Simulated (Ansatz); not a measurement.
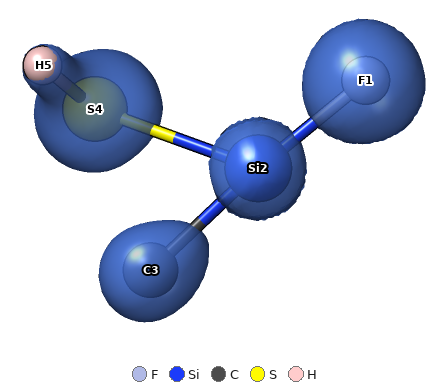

Figure. CHFSSi. Isosurface of the electron density at 1 e/Å³ (blue), seen across its widest extent.

Level of theory: Ansatz, RKS PBE-D4/cc-pVDZ.

```xyz
5

F    -0.5276   -1.8794    1.1472
Si   -0.0379   -0.4779    0.4085
C     0.4982    1.1021   -0.2065
S    -1.5654    0.7465   -0.6814
H    -1.5000    0.2209   -1.9581
```

> Which contacts does the surface bridge?

At this value the surface falls into four separate pieces. It bridges the shortest S–H (1.38 Å) contacts, where the density stays above the isovalue. It is pinched off along the shortest Si–F (1.66 Å), C–Si (1.78 Å) and Si–S (2.24 Å) contacts. On the grid the lowest density along these lines, outside the cores, is 0.76 e/Å³ (Si–F, 1.66 Å), 0.77 e/Å³ (C–Si, 1.78 Å), 0.52 e/Å³ (Si–S, 2.24 Å) and 1.3 e/Å³ (S–H, 1.38 Å).
